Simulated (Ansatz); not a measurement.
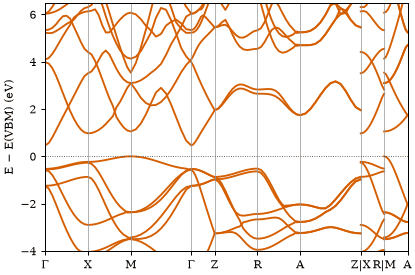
Figure. Band structure from the program Ansatz at the PBE level (PAW)

Problem. Read off the gap and where the band edges lie.

Solution. About 0.5 eV (0.46 eV by a search for the band edges); maximum at M, minimum at Γ.

The material is MgSe in space group P4_2/mmc (No. 131; Mg on 2c, Se on 2e).

The cell is a constructed one: a structure type filled with these elements; neither database checked (COD, Materials Project) lists it. COD files the formula under space group No. 225, so this cell is another polymorph or a model. Whether it is the stable phase at ambient conditions was not checked. Symmetry was held in the PBE relaxation; whether a distortion lowers the energy is not shown. Spin–orbit coupling is left out wherever it is not named.

Potentials: the later of the program's two PAW sets.
